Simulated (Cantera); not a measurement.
Input: 1 mol SiCl₄, 0.96 mol Cl₂, 11 mol H₂, held at 1.00 bar.

These are equilibrium values from Cantera (NASA tables, ideal gas, pure condensed phases), not measurements of a reactor. Candidate condensed phases: Si; 19 gas species. The tables' values for SiCl₃ are old estimates; treat these amounts as uncertain. Rates play no part.

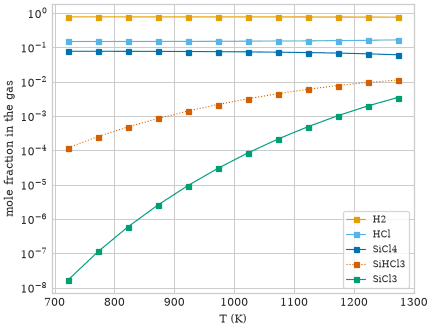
Equilibrium gas composition (values under 1e-9 drawn at 1e-9)

Q: Read off the mole fractions at 1123 K.

A: H₂ about 0.77, HCl about 0.15, SiCl₄ about 0.071, SiHCl₃ about 0.0060, SiCl₃ about 0.00049.
